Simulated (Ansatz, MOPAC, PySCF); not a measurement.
BF3 (SMILES FB(F)F) and NH3 (SMILES N) are pulled apart as rigid monomers along the line of their centres of mass, from the B3LYP-D3(BJ)/def2-TZVP minimum. Starting geometry (charge 0, multiplicity 1):
```json
[
 {"atom": "F", "x (Å)": "-1.1275", "y (Å)": "-0.8354", "z (Å)": "0.6930"},
 {"atom": "B", "x (Å)": "-0.0073", "y (Å)": "-0.0896", "z (Å)": "0.9619"},
 {"atom": "F", "x (Å)": "0.0032", "y (Å)": "1.1489", "z (Å)": "0.3709"},
 {"atom": "F", "x (Å)": "1.1730", "y (Å)": "-0.7806", "z (Å)": "0.8486"},
 {"atom": "N", "x (Å)": "-0.1272", "y (Å)": "0.2471", "z (Å)": "2.6155"},
 {"atom": "H", "x (Å)": "-0.9832", "y (Å)": "0.7607", "z (Å)": "2.8069"},
 {"atom": "H", "x (Å)": "-0.1381", "y (Å)": "-0.6181", "z (Å)": "3.1489"},
 {"atom": "H", "x (Å)": "0.6654", "y (Å)": "0.8076", "z (Å)": "2.9168"}
]
```

Interaction energies with rigid monomers; basis-set methods are counterpoise corrected unless marked otherwise.

Correlated levels freeze the cores. Rows in 6-31G* carry no dispersion term and start afresh at each structure (6-31G* with six Cartesian d functions). The state that PM7 reach isn't checked; PM7 holds dispersion and hydrogen-bond terms.

Run with Ansatz (Gaussian orbitals); MOPAC for PM7 (differences of heats of formation); PySCF for 6-31G* rows. 

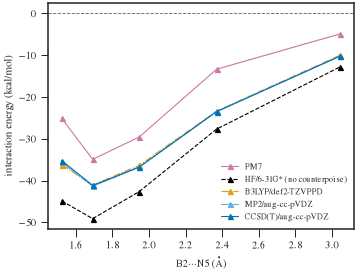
*Interaction energy against separation*

### Question
Which level binds most strongly at B2···N5 = 1.69, and by how much?

### Answer
HF/6-31G* (no counterpoise), -49.1 kcal/mol.

Ansatz is a program for electronic structure.
